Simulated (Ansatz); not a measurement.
# F₂H₂OSeZr: basis-set convergence

Aim: see how fast density functionals converge with the basis set for F₂H₂OSeZr.

Computed with Ansatz 0.2.0, Gaussian basis. Level: one geometry, several basis sets.

Plan: PBE0-D4/def2-SVP; ωB97M-V/def2-SVP; PBE0-D4/def2-QZVPP; ωB97M-V/def2-QZVPP; the functionals' def2-TZVPP values are taken from earlier runs.

## 1. The geometry

An earlier PBE0-D4 in a triple-zeta def2 set relaxation fixed the geometry. Zr takes the def2 core potential; no spin-orbit term is included.

SMILES `[OH][Zr]([F])([F])[SeH]`, 7 atoms, charge 0, spin multiplicity 1.

Atoms are counted from 1 here; the program's logs count them from 0.

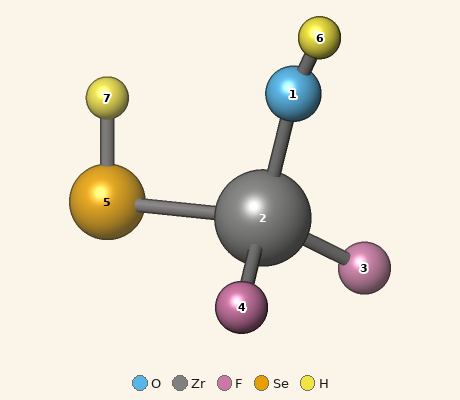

The geometry (oxygen blue, zirconium grey, fluorine pink, selenium amber, hydrogen yellow); atoms are numbered from 1 in the order of the file.

As a file:

```xyz
7

O    -1.1344    0.3836    0.9128
Zr    0.1616   -0.6548    0.0011
F     1.3416   -1.5137    1.2154
F    -0.6495   -2.0167   -1.0440
Se    1.5058    0.9446   -1.5406
H    -1.8358    0.7388    1.4525
H     0.6719    2.0503   -1.0430
```

## 2. PBE0-D4 in def2-SVP

File in.yaml:

```yaml
crystal:
  periodic: [false, false, false]
  atoms:
    - {symbol: O, position_ang: [-1.134425, 0.383613, 0.912794]}
    - {symbol: Zr, position_ang: [0.161587, -0.654824, 0.001068]}
    - {symbol: F, position_ang: [1.341629, -1.513739, 1.215449]}
    - {symbol: F, position_ang: [-0.649466, -2.016742, -1.044023]}
    - {symbol: Se, position_ang: [1.505834, 0.944583, -1.540552]}
    - {symbol: H, position_ang: [-1.835849, 0.738805, 1.452522]}
    - {symbol: H, position_ang: [0.671889, 2.050303, -1.042958]}
basis:
  gaussian: {orbitals: def2-SVP}
hamiltonian: {xc: pbe0, dispersion: d4}
output: {orbitals: {seedname: orbitals}}
```

On the command line:

```console
$ ansatz run in.yaml --threads 4 --pin off --events-out ev --progress --plain --max-ram 10444MiB
```

Further steps of the session: ωB97M-V in def2-SVP; PBE0-D4 in def2-QZVPP; ωB97M-V in def2-QZVPP.

**Question.** What will the summary of the whole plan be? Wanted: PBE0-D4: double and triple zeta above quadruple; ωB97M-V: double and triple zeta above quadruple.

As calculated:

| quantity | value |
| --- | --- |
| PBE0-D4: double and triple zeta above quadruple | 19.47, 1.88 eV |
| ωB97M-V: double and triple zeta above quadruple | 19.56, 1.80 eV |

**Reading.** For PBE0-D4 the step from double to triple zeta gains 17.60 eV and the next only 1.88 eV. Total energies overstate the basis error of differences, where much of it tends to cancel.
